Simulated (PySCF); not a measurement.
# One shape, several levels: C6H6 (SMILES C=C1C=CC=C1)

We compute a comparison of 6 runs (BLYP/def2-SVP, M06-L/def2-SVP, PBE0/def2-SVP, SVWN5/def2-SVP, r2SCAN/def2-SVP, CCSD(T)/def2-SVP) of C6H6. Input form: a Python script.

Program for the calculation: PySCF 2.14.0.

**1. The structure to begin with**

The species is C6H6 (12 atoms), meant as a singlet with charge 0. As SMILES, `C=C1C=CC=C1`. The coordinates come from a PBE0-D4/def2-TZVP relaxation.

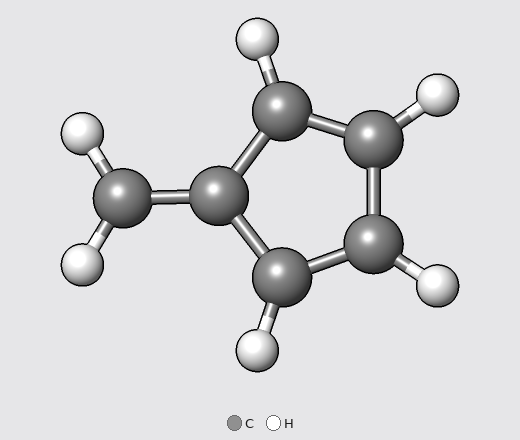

The structure, seen from a chosen angle (carbon grey, hydrogen white).

**2. The energy at BLYP/def2-SVP (run 1)**

The input, job.py:

```python
# C=C1C=CC=C1
from pyscf import gto, dft

molecule = gto.M(
    atom='''
C     -1.545985    -3.019026     1.713226
C     -0.510037    -1.016295     0.577311
C      1.233802     0.813338     1.705667
C      1.823208     2.527509    -0.078802
C      0.494163     1.884813    -2.423952
C     -0.891195    -0.214295    -2.044117
H     -2.822117    -4.270403     0.711482
H     -1.144040    -3.458577     3.673817
H      1.894261     0.745686     3.636589
H      3.070616     4.131508     0.144753
H      0.629657     2.950996    -4.162878
H     -2.087014    -1.179567    -3.388846
''',
    basis='def2-svp',
    max_memory=1860,
    unit='bohr',
    verbose=3,
)

calc0 = dft.RKS(molecule, xc='blyp')
calc0.grids.level = 5
calc0.conv_tol = 1e-10
calc0.kernel()
if not calc0.converged:
    calc0 = calc0.newton().run(calc0.mo_coeff, calc0.mo_occ)

etot = calc0.e_tot
print(f'total energy: {etot:.8f} hartree')
```

Launch:

```bash
$ OMP_NUM_THREADS=1 python job.py
```

What it wrote:

```text
converged SCF energy = -231.908589272263
total energy: -231.90858927 hartree
```

Run time: 35 s. Hardware: 1 thread of Intel Xeon at 2.70GHz, shared host; peak memory 0.62 GiB.

**3. A single-point energy at M06-L/def2-SVP (run 2)**

The input, job.py:

```python
from pyscf import gto, dft

system = gto.Mole()
system.atom = '''
C   -0.818100  -1.597600   0.906600
C   -0.269900  -0.537800   0.305500
C    0.652900   0.430400   0.902600
C    0.964800   1.337500  -0.041700
C    0.261500   0.997400  -1.282700
C   -0.471600  -0.113400  -1.081700
H   -1.493400  -2.259800   0.376500
H   -0.605400  -1.830200   1.944100
H    1.002400   0.394600   1.924400
H    1.624900   2.186300   0.076600
H    0.333200   1.561600  -2.202900
H   -1.104400  -0.624200  -1.793300
'''
system.charge = 0
system.max_memory = 1860
system.basis = 'def2-svp'
system.spin = 0
system.verbose = 3
system.build()

mf = dft.RKS(system, xc='m06-l')
mf.grids.level = 5
mf.conv_tol = 1e-10
mf.kernel()
if not mf.converged:
    mf = mf.newton().run(mf.mo_coeff, mf.mo_occ)

etot = mf.e_tot
print('E(%s) = %.9f' % ('M06-L', etot))
```

Launch:

```bash
$ OMP_NUM_THREADS=1 python job.py
```

What it wrote:

```text
converged SCF energy = -231.988806165842
E(M06-L) = -231.988806166
```

It took 58 s on 1 thread of Intel Xeon at 2.70GHz, shared host; peak memory 0.68 GiB.

Runs 3 to 5 aren't shown in full; the table further down has their settings and results.

**4. A single-point energy at CCSD(T)/def2-SVP (run 6)**

The input, calc.py:

```python
# C=C1C=CC=C1
from pyscf import gto, scf, cc

system = gto.M(
    atom=[
    ('C', (-0.818100, -1.597600, 0.906600)),
    ('C', (-0.269900, -0.537800, 0.305500)),
    ('C', (0.652900, 0.430400, 0.902600)),
    ('C', (0.964800, 1.337500, -0.041700)),
    ('C', (0.261500, 0.997400, -1.282700)),
    ('C', (-0.471600, -0.113400, -1.081700)),
    ('H', (-1.493400, -2.259800, 0.376500)),
    ('H', (-0.605400, -1.830200, 1.944100)),
    ('H', (1.002400, 0.394600, 1.924400)),
    ('H', (1.624900, 2.186300, 0.076600)),
    ('H', (0.333200, 1.561600, -2.202900)),
    ('H', (-1.104400, -0.624200, -1.793300)),
],
    max_memory=1860,
    basis='def2-svp',
    verbose=3,
)

hf = scf.RHF(system)
hf.conv_tol = 1e-10
hf.kernel()
if not hf.converged:
    hf = hf.newton().run(hf.mo_coeff, hf.mo_occ)

mycc = cc.CCSD(hf, frozen=6)
mycc.kernel()
e_t = mycc.ccsd_t()
etot = mycc.e_tot + e_t
print('E = %.10f Eh' % etot)
```

Launch:

```bash
$ OMP_NUM_THREADS=1 python calc.py
```

What it wrote:

```text
converged SCF energy = -230.476566244178
E(CCSD) = -231.3019328740295  E_corr = -0.8253666298519008
CCSD(T) correction = -0.0358728972083555
E = -231.3378057712 Eh
```

Run time: 2.1 min. Hardware: 1 thread of Intel Xeon at 2.70GHz, shared host; peak memory 1.4 GiB.

**5. Overview of the runs**

```csv
run,level,integration grid,frozen core orbitals,energy (Eh),dipole moment (D) of the reference,HOMO energy (eV),LUMO energy (eV),wall time
1,BLYP/def2-SVP,5,–,-231.908589,0.60,-5.04,-2.46,35 s
2,M06-L/def2-SVP,5,–,-231.988806,0.64,-5.44,-2.59,58 s
3,PBE0/def2-SVP,5,–,-231.742572,0.66,-6.34,-1.82,30 s
4,SVWN5/def2-SVP,5,–,-229.870815,0.65,-5.44,-2.89,19 s
5,r2SCAN/def2-SVP,5,–,-231.876908,0.67,-5.47,-2.64,62 s
6,CCSD(T)/def2-SVP,–,6,-231.337806,0.62,-8.45,1.87,2.1 min
```

**6. What came out**

| quantity | value |
| --- | --- |
| run 6: total energy | -231.33781 Eh |
| run 6: dipole moment (Hartree–Fock density) | 0.62 D |
| run 6: HOMO energy (Hartree–Fock orbitals) | -8.45 eV |
| run 6: LUMO energy (Hartree–Fock orbitals) | 1.87 eV |
| run 6: HOMO–LUMO gap (Hartree–Fock orbitals) | 10.32 eV |
| run 6: correlation energy (6 core orbitals frozen) | -861.2 mEh |
| run 6: (T) correction | -35.87 mEh |
| run 6: T1 diagnostic | 0.011 |

Over runs 1, 2, 3, 4, 5 the dipole moment (its size) runs from 0.60 D (BLYP/def2-SVP) to 0.67 D (r2SCAN/def2-SVP). Over runs 1, 2, 3, 4, 5 the HOMO–LUMO gap runs from 2.55 eV (SVWN5/def2-SVP) to 4.51 eV (PBE0/def2-SVP). Totals of different functionals can't be ranked against each other. All runs together took 5.5 min, the longest 2.1 min.
